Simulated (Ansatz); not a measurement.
## A computed series for Hf: response to strain

Take Hf in the hcp (Mg type) structure (space group P6_3/mmc, No. 194; a = 3.198 Å, c = 5.049 Å; relaxed with 0.1 eV smearing) as the base. Axes: x lies along a and z along c of the hexagonal cell.

Strains are applied to the cell and any free atomic positions relax.

Method: r2SCAN in Ansatz (plane waves to 500 eV, PAW, spin-orbit coupling left out).

Notes on the quantities. energy relative to the base: free energy F.

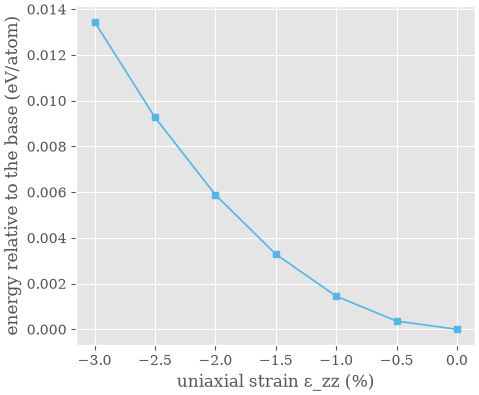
Fig. 1. Energy relative to the base against uniaxial strain ε_zz

Task: From the plot, what is the energy relative to the base for uniaxial strain ε_zz = −1.50 %?

Result: About 0.003 eV/atom.

Task: Is the trend monotonic over the range shown?

Result: Yes, it falls throughout, spanning 0 meV/atom to +13 meV/atom.

Stability against distortions was not tested. The final runs are not spin-polarised.

Ansatz is an electronic-structure program.
